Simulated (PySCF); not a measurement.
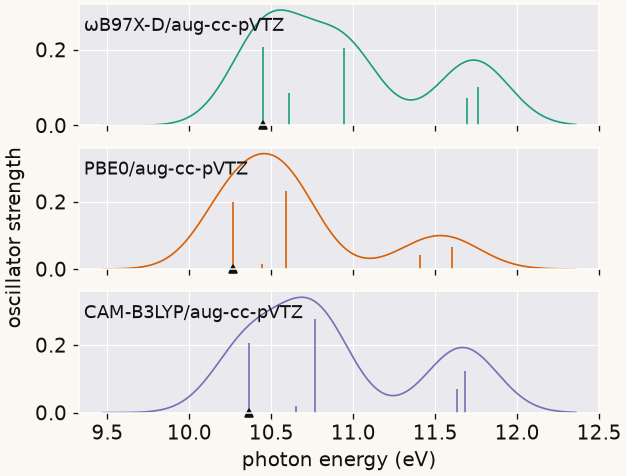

Vertical TDDFT spectra of SiHF₃ (trifluorosilane), SMILES F[SiH](F)F at one geometry and several levels (PySCF 2.14.0, at a PBE0-D3(BJ)/def2-TZVP geometry (no frequency check)); sticks with Gaussians of 1/e half-width 0.30 eV, the triangle marks S1, which has the same leading orbital pair at all these levels. Only the lowest states were computed, so the high end is incomplete. States within 0.01 eV of each other are merged, with their strengths summed. The highest state may be half of a pair whose partner wasn't computed.

How far does S1 move with the level of theory?

Answer. From lowest to highest: PBE0/aug-cc-pVTZ 10.27 eV, CAM-B3LYP/aug-cc-pVTZ 10.36 eV, ωB97X-D/aug-cc-pVTZ 10.45 eV; a spread of 0.18 eV.

Limits of at least one run: core orbitals are frozen in the response; states above the negative HOMO energy depend on the basis.
